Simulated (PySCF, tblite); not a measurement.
# BH5O6Si3, a fragment of a glass network (fused 3-rings): NMR shifts, core binding energies and electronic excitations

Wanted: the NMR shifts, core binding energies and electronic excitations for `OB1O[SiH]2O[SiH2]O[SiH](O1)O2`. It is drawn as: B3 Si Si Si, H ends, O bridges.

Programs: tblite 0.8.0 and PySCF 2.14.0. All values are calculated, for the isolated system unless a continuum is named. Atoms count from 0, parts from 1.

### Step 1. Starting point

15 atoms, charge 0, multiplicity 1; geometry: distance geometry start.

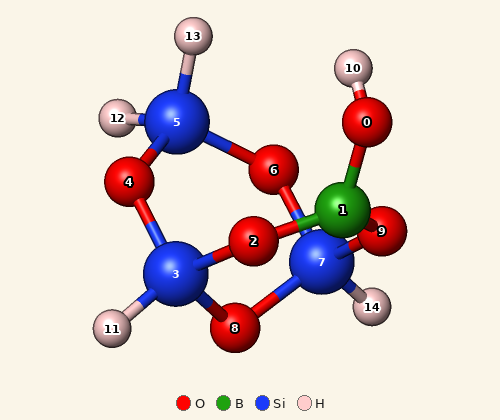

The starting geometry (oxygen red, boron green, silicon blue, hydrogen pink), atoms numbered.

### Step 2. Relaxing the cluster with GFN2-xTB

Job settings and geometry (Å):

```
{"job": {"kind": "relax", "xc": "GFN2-xTB", "basis": "xTB"}, "charge": 0, "multiplicity": 1}
O     -0.013720    -2.375909    -2.658404
B     -0.211407    -2.598904    -1.163249
O      0.964273    -2.272140    -0.294922
Si     0.919869    -1.167531     1.090294
O      0.937762     0.493296     0.508481
Si    -0.492197     1.370538    -0.072294
O     -1.958944     0.410437     0.099065
Si    -2.009068    -1.255145     0.676405
O     -0.686372    -1.412348     1.870175
O     -1.612781    -2.353786    -0.651643
H     -0.119911    -1.545152    -3.101790
H      1.968783    -1.403305     2.003576
H     -0.643983     2.573079     0.690362
H     -0.296076     1.718026    -1.439236
H     -3.239949    -1.558325     1.261577
```

Level: GFN2-xTB geometry optimisation, gas phase.

Run with:

```
OMP_NUM_THREADS=1 python cluster_run.py task.json out
```

The driver reads the jobs from task.json and runs them one after another.

The log of the run:

```text
step      E/eV     max force
  0    -919.96211    4.282
  1    -921.34131    3.192
  2    -922.79160    1.788
  3    -923.01442    1.461
  4    -923.24134    1.099
  5    -923.28387    0.630
  6    -923.36420    0.480
  7    -923.38416    0.476
  8    -923.42056    0.356
  9    -923.44232    0.466
 10    -923.47736    0.578
 11    -923.50473    0.482
 12    -923.53349    0.519
 13    -923.56561    0.501
 14    -923.60255    0.651
 15    -923.64017    0.590
 16    -923.67491    0.759
 17    -923.68321    1.320
 18    -923.72248    0.891
 19    -923.74439    0.444
 20    -923.76354    0.334
 21    -923.79251    0.467
 22    -923.80208    0.228
 23    -923.80924    0.182
 24    -923.81779    0.218
 25    -923.82497    0.222
 26    -923.83221    0.200
 27    -923.83869    0.204
 28    -923.84468    0.217
 29    -923.85033    0.231
 30    -923.85652    0.277
 31    -923.86395    0.276
 32    -923.87060    0.192
 33    -923.87545    0.289
 34    -923.87931    0.264
 35    -923.88506    0.240
 36    -923.89048    0.237
 37    -923.89694    0.267
 38    -923.90173    0.208
 39    -923.90595    0.138
 40    -923.90978    0.134
 41    -923.91281    0.162
 42    -923.91525    0.162
 43    -923.91756    0.159
 44    -923.92008    0.176
 45    -923.92306    0.158
 46    -923.92631    0.133
 47    -923.92876    0.129
 48    -923.93114    0.127
 49    -923.93338    0.110
 50    -923.93552    0.084
 51    -923.93723    0.132
 52    -923.93855    0.115
 53    -923.93961    0.098
 54    -923.94062    0.114
 55    -923.94163    0.087
 56    -923.94269    0.107
 57    -923.94388    0.104
 58    -923.94529    0.139
 59    -923.94693    0.129
 60    -923.94939    0.194
 61    -923.95362    0.213
 62    -923.95851    0.215
 63    -923.96227    0.131
 64    -923.96427    0.118
 65    -923.96520    0.109
 66    -923.96611    0.098
 67    -923.96737    0.118
 68    -923.96841    0.058
 69    -923.96903    0.041
 70    -923.96923    0.030
 71    -923.96931    0.032
 72    -923.96938    0.030
 73    -923.96964    0.035
 74    -923.96980    0.035
 75    -923.96990    0.021
 76    -923.96994    0.013
 77    -923.96997    0.012
 78    -923.96999    0.011
 79    -923.97001    0.011
 80    -923.97003    0.013
 81    -923.97004    0.011
 82    -923.97006    0.009
 83    -923.97006    0.006
```

Run time: 6.9 s. Hardware: 1 thread of Intel Xeon Platinum 8259CL at 2.50GHz, shared host.

Along the way:

| step | energy from step 0 (eV) | largest force (eV/Å) |
| --- | --- | --- |
| 0 | 0.0000 | 4.2818 |
| 3 | -3.0523 | 1.4610 |
| 6 | -3.4021 | 0.4796 |
| 9 | -3.4802 | 0.4656 |
| 12 | -3.5714 | 0.5184 |
| 15 | -3.6781 | 0.5897 |
| 18 | -3.7604 | 0.8912 |
| 21 | -3.8304 | 0.4670 |
| 24 | -3.8557 | 0.2182 |
| 27 | -3.8766 | 0.2036 |
| 30 | -3.8944 | 0.2764 |
| 33 | -3.9133 | 0.2895 |
| 36 | -3.9284 | 0.2362 |
| 39 | -3.9438 | 0.1384 |
| 42 | -3.9531 | 0.1619 |
| 45 | -3.9609 | 0.1579 |
| 48 | -3.9690 | 0.1276 |
| 51 | -3.9751 | 0.1322 |
| 54 | -3.9785 | 0.1140 |
| 57 | -3.9818 | 0.1045 |
| 60 | -3.9873 | 0.1935 |
| 63 | -4.0002 | 0.1311 |
| 66 | -4.0040 | 0.0977 |
| 69 | -4.0069 | 0.0410 |
| 72 | -4.0073 | 0.0302 |
| 75 | -4.0078 | 0.0214 |
| 78 | -4.0079 | 0.0107 |
| 81 | -4.0079 | 0.0112 |
| 83 | -4.0079 | 0.0064 |

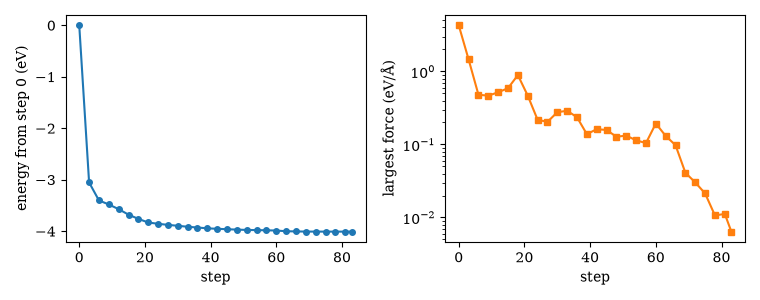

Energy and largest force along the relaxation.

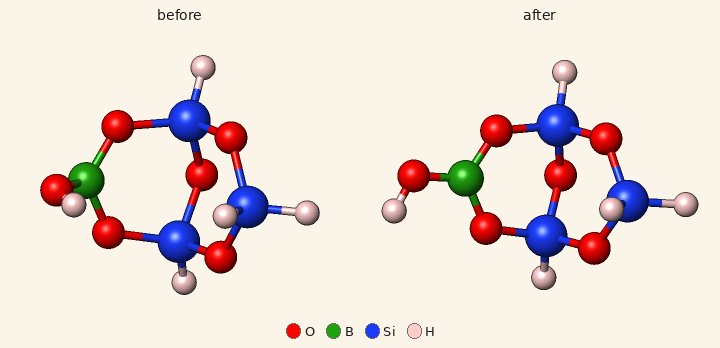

The geometry before (left) and after (right).

Distances of close pairs at the start and the end, largest changes first:

| bond | before (Å) | after (Å) | change (Å) |
| --- | --- | --- | --- |
| O0–B1 | 1.525 | 1.344 | -0.181 |
| Si3–O8 | 1.802 | 1.635 | -0.167 |
| Si7–O8 | 1.789 | 1.634 | -0.155 |
| O2–Si3 | 1.772 | 1.625 | -0.148 |
| Si7–O9 | 1.769 | 1.625 | -0.143 |
| B1–O2 | 1.498 | 1.355 | -0.142 |
| O6–Si7 | 1.764 | 1.624 | -0.139 |
| O4–Si5 | 1.775 | 1.637 | -0.139 |

### Step 3. Optimising the geometry at PBE0-D3(BJ)/def2-SVP

Job settings and geometry (Å):

```
{"job": {"xc": "PBE0", "basis": "def2-SVP", "d3": "d3bj", "grid": 2, "kind": "geom", "shake": 0.01}, "charge": 0, "multiplicity": 1}
O      0.579951    -2.143143    -2.333332
B      0.313193    -1.415949    -1.222196
O      1.343628    -1.033985    -0.453344
Si     1.278487    -0.271917     0.984123
O      1.243650     1.325635     0.738718
Si    -0.051382     2.247204     0.327743
O     -1.361853     1.281092     0.246957
Si    -1.383302    -0.316905     0.485380
O     -0.230935    -0.655745     1.599209
O     -0.975534    -1.086942    -0.870257
H     -0.232299    -2.357078    -2.826220
H      2.256773    -0.712518     1.914073
H     -0.308728     3.154891     1.435279
H      0.178847     2.763324    -1.000623
H     -2.661420    -0.803335     0.989160
```

The log of the run:

```text
step   0  E = -1346.69893642  max force = 0.034131
step   1  E = -1346.71218127  max force = 0.012994
step   2  E = -1346.71308185  max force = 0.002405
step   3  E = -1346.71316731  max force = 0.000849
step   4  E = -1346.71317535  max force = 0.000347
optimisation converged
```

Wall time 2.9 min (1 thread of Intel Xeon Platinum 8259CL at 2.50GHz, shared host); peak memory 1.1 GiB.

Relaxation path:

| step | energy from step 0 (eV) | largest force component (eV/Å) |
| --- | --- | --- |
| 0 | 0.0000 | 1.7551 |
| 1 | -0.3604 | 0.6682 |
| 2 | -0.3849 | 0.1237 |
| 3 | -0.3872 | 0.0437 |
| 4 | -0.3875 | 0.0178 |

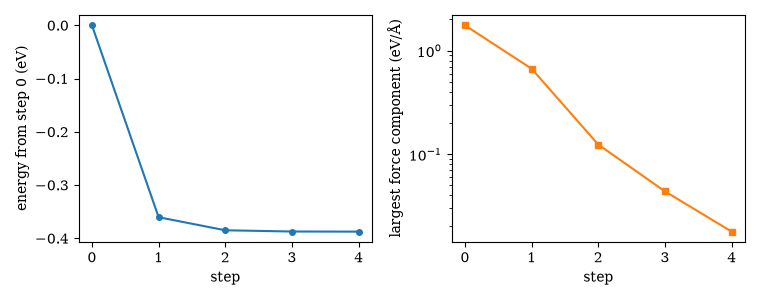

Energy and largest force along the relaxation.

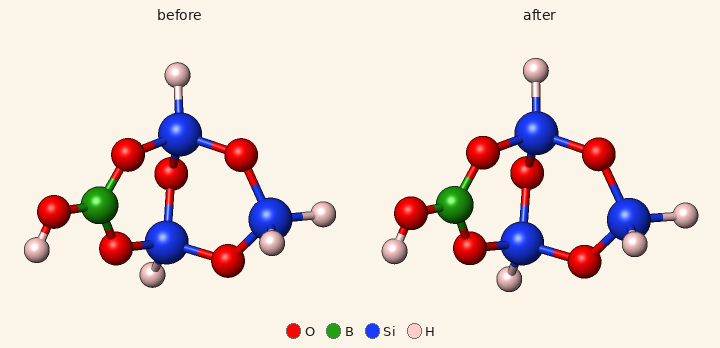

The geometry before (left) and after (right).

Distances of close pairs at the start and the end, largest changes first:

| bond | before (Å) | after (Å) | change (Å) |
| --- | --- | --- | --- |
| Si7–O9 | 1.612 | 1.665 | +0.054 |
| Si3–H11 | 1.420 | 1.467 | +0.047 |
| Si5–O6 | 1.630 | 1.673 | +0.043 |
| Si5–H13 | 1.444 | 1.484 | +0.040 |
| Si3–O4 | 1.617 | 1.657 | +0.040 |
| O6–Si7 | 1.616 | 1.656 | +0.040 |
| B1–O2 | 1.341 | 1.374 | +0.033 |
| O2–Si3 | 1.628 | 1.661 | +0.032 |

The end geometry stands in the next job.

| at the end point | value |
| --- | --- |
| point group (found at 0.08 Å tolerance) | C1 |
| rotational constants (GHz, main isotopes) | 1.385, 0.838, 0.731 |
| dipole moment (D) | 1.53 |

### Step 4. Nuclear shieldings: PBE0/pcSseg-1

Job settings and geometry (Å):

```
{"job": {"kind": "nmr", "xc": "PBE0", "basis": "pcSseg-1"}, "charge": 0, "multiplicity": 1}
O      0.553754    -2.130163    -2.403413
B      0.301966    -1.462257    -1.255367
O      1.368044    -1.092090    -0.470922
Si     1.273318    -0.302122     0.986585
O      1.244668     1.333410     0.721742
Si    -0.070985     2.277280     0.309480
O     -1.402112     1.267036     0.220579
Si    -1.454604    -0.365591     0.490032
O     -0.238618    -0.690476     1.585107
O     -1.002645    -1.164758    -0.899481
H     -0.261252    -2.331404    -2.873671
H      2.371431    -0.686962     1.880430
H     -0.297612     3.293741     1.366190
H      0.161511     2.897175    -1.018681
H     -2.782874    -0.798816     0.940324
```

Level: GIAO PBE0/pcSseg-1 NMR shielding, non-relativistic, gas phase.

The log of the run:

```text
coarse grid: 15576 points
cycle   1  E = -1346.7446461704  dE =  1.923e+00  |g| = 1.544e+00  |ddm| = 3.960e+00
cycle   2  E = -1346.3192493015  dE =  4.254e-01  |g| = 2.180e+00  |ddm| = 2.311e+00
cycle   3  E = -1347.1500423543  dE = -8.308e-01  |g| = 1.080e-01  |ddm| = 1.496e+00
cycle   4  E = -1347.1512009227  dE = -1.159e-03  |g| = 7.676e-02  |ddm| = 1.266e-01
cycle   5  E = -1347.1521958717  dE = -9.949e-04  |g| = 1.025e-02  |ddm| = 5.018e-02
cycle   6  E = -1347.1522121702  dE = -1.630e-05  |g| = 2.803e-03  |ddm| = 9.336e-03
cycle   7  E = -1347.1522133599  dE = -1.190e-06  |g| = 1.236e-03  |ddm| = 2.395e-03
final grid: 141096 points
cycle   8  E = -1347.2656470838  dE = -2.212e-05  |g| = 1.272e-02  |ddm| = 1.807e-02
cycle   9  E = -1347.2656203722  dE =  2.671e-05  |g| = 1.788e-02  |ddm| = 1.692e-02
cycle  10  E = -1347.2656727637  dE = -5.239e-05  |g| = 7.353e-04  |ddm| = 1.033e-02
cycle  11  E = -1347.2656728426  dE = -7.891e-08  |g| = 2.857e-04  |ddm| = 5.792e-04
cycle  12  E = -1347.2656728559  dE = -1.331e-08  |g| = 5.512e-05  |ddm| = 1.908e-04
cycle  13  E = -1347.2656728563  dE = -4.329e-10  |g| = 2.618e-05  |ddm| = 4.765e-05
converged SCF energy = -1347.2656728563

GIAO shielding tensors (ppm)
atom      isotropic    diamagn.    paramagn.     s11        s22        s33       span
  0 O      233.215     384.918    -151.703    150.873    262.065    286.707    135.834
  1 B       84.272     198.702    -114.431     69.866     87.159     95.790     25.923
  2 O      196.341     400.429    -204.089    139.586    208.151    241.285    101.699
  3 Si     406.168     883.418    -477.250    389.027    391.970    437.506     48.479
  4 O      219.973     403.085    -183.112    177.523    213.389    269.007     91.484
  5 Si     379.517     880.560    -501.043    353.295    386.612    398.645     45.349
  6 O      220.304     403.286    -182.982    178.759    213.634    268.519     89.760
  7 Si     406.375     883.835    -477.460    388.962    393.886    436.277     47.315
  8 O      201.859     402.591    -200.732    182.356    201.680    221.542     39.186
  9 O      193.105     402.684    -209.579    135.556    214.016    229.743     94.187
 10 H       27.893      30.977      -3.084     21.105     24.742     37.832     16.727
 11 H       26.608      28.271      -1.663     22.612     23.145     34.066     11.454
 12 H       26.084      28.018      -1.934     22.896     23.307     32.050      9.153
 13 H       26.168      29.710      -3.541     23.216     23.351     31.938      8.721
 14 H       26.657      28.741      -2.084     22.637     23.260     34.073     11.436
```

Run time: 63 s. Hardware: 1 thread of Intel Xeon Platinum 8259CL at 2.50GHz, shared host; peak memory 1.3 GiB.

The references, computed at this level on geometries of the same kind, shield at (ppm): ¹H TMS 31.27, ²⁹Si TMS 352.0, ¹⁷O H2O 334.6, ¹¹B BF3·OEt2 100.7. Their shielding less the atom's gives the shift. The references are single molecules in the gas phase, so shifts against H2O, NH3, PH3, H3PO4 or CFCl3 are not on the usual liquid scales and can be off by tens of ppm.

| atoms | environment | σ (ppm) | δ (ppm) |
| --- | --- | --- | --- |
| H12 | hydrogen on a silicon bonded to 2 O | 26.08 | 5.18 |
| H13 | hydrogen on a silicon bonded to 2 O | 26.17 | 5.10 |
| H11 | hydrogen on a silicon bonded to 3 O | 26.61 | 4.66 |
| H14 | hydrogen on a silicon bonded to 3 O | 26.66 | 4.61 |
| H10 | hydrogen on an oxygen bonded to B | 27.89 | 3.37 |
| O9 | oxygen bonded to B, Si | 193.1 | 141.5 |
| O2 | oxygen bonded to B, Si | 196.3 | 138.2 |
| O8 | oxygen bonded to 2 Si | 201.9 | 132.7 |
| O4 | oxygen bonded to 2 Si | 220.0 | 114.6 |
| O6 | oxygen bonded to 2 Si | 220.3 | 114.3 |
| O0 | oxygen bonded to B, H | 233.2 | 101.3 |
| B1 | boron bonded to 3 O | 84.3 | 16.5 |
| Si5 | silicon bonded to 2 O, 2 H | 379.5 | -27.5 |
| Si3 | silicon bonded to 3 O, H | 406.2 | -54.2 |
| Si7 | silicon bonded to 3 O, H | 406.4 | -54.4 |

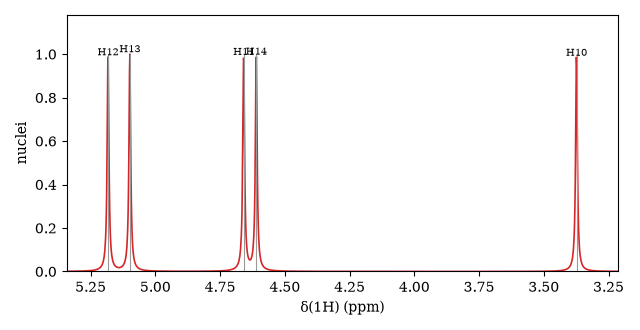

¹H lines at the computed shifts, without couplings. Lines are broadened to a width of 0.01 ppm (Lorentzian).

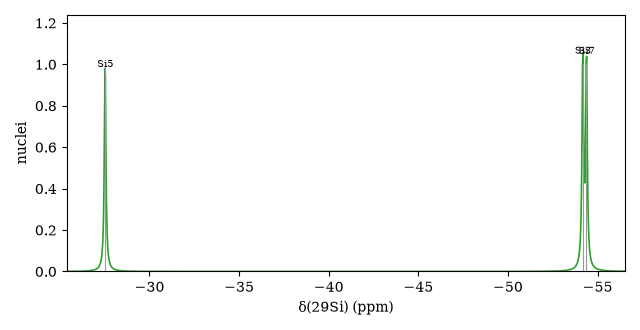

²⁹Si lines at the computed shifts, without couplings. Lines are broadened to a width of 0.11 ppm (Lorentzian).

Charges from the same density, by scheme (e):

| atoms | Mulliken | IAO | Hirshfeld | ESP fit |
| --- | --- | --- | --- | --- |
| O0 | -0.38 | -0.54 | -0.26 | -0.71 |
| B1 | 0.65 | 0.61 | 0.30 | 0.95 |
| O2 | -0.63 | -0.66 | -0.28 | -0.64 |
| Si3 | 1.22 | 1.44 | 0.53 | 1.12 |
| O4 | -0.76 | -0.87 | -0.32 | -0.64 |
| Si5 | 1.01 | 1.19 | 0.47 | 0.89 |
| O6 | -0.76 | -0.87 | -0.32 | -0.65 |
| Si7 | 1.21 | 1.44 | 0.53 | 1.18 |
| O8 | -0.75 | -0.88 | -0.32 | -0.70 |
| O9 | -0.66 | -0.69 | -0.29 | -0.74 |

ESP fit charges:

O0 -0.71; B1 0.95; O2 -0.64; Si3 1.12; O4 -0.64; Si5 0.89; O6 -0.65; Si7 1.18; O8 -0.70; O9 -0.74; H10 0.44; H11 -0.11; H12 -0.13; H13 -0.12; H14 -0.12

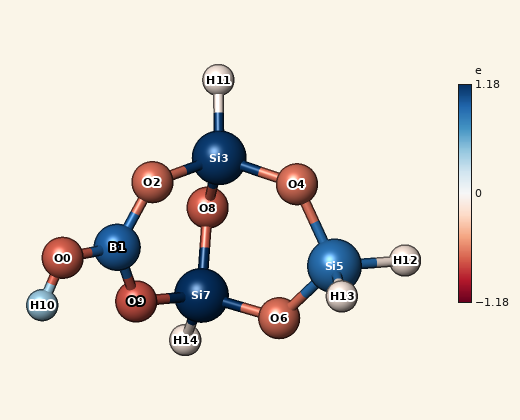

ESP fit charges, as colours on the atoms.

Mayer bond orders: O0–B1 1.27, B1–O2 1.05, O2–Si3 0.92, Si3–O4 0.92, O4–Si5 0.91, Si5–O6 0.90, O6–Si7 0.93, Si7–O8 0.92, Si7–O9 0.90, O9–B1 1.03, O8–Si3 0.90.

Ring of atoms B1, O2, Si3, Si7, O8, O9: NICS(0) -2.8, NICS(1) -1.1, NICS(1)zz 1.6 ppm (means of both faces).

Ring of atoms Si3, O4, Si5, O6, Si7, O8: NICS(0) -2.6, NICS(1) -0.7, NICS(1)zz 3.0 ppm (means of both faces).

(Part 1 of 2 ends here.)
